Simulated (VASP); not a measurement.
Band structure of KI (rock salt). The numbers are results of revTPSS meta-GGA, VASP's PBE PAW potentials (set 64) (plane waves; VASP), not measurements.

Unless said otherwise, spin-orbit coupling is left out, though it shifts the bands of the heavy elements here.

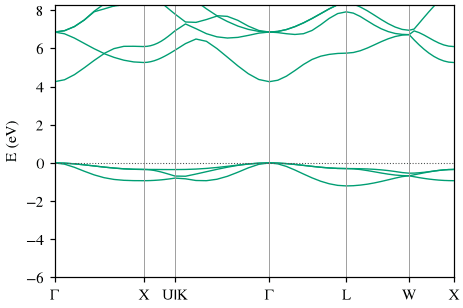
Figure: Bands along high-symmetry lines, zero at the valence-band maximum or, without a gap, the Fermi level

Q: Read the plot: is there a gap, and where are the band edges?

A: The gap is direct, 4.26 eV, from the valence maximum at Γ to the conduction minimum at Γ.

Measured: gap 6.10 eV (computed value off by -1.84 eV), as given by Aguado et al., (1998), arXiv:cond-mat/9809176.

The compound is KI in the rock salt structure. It was relaxed first.
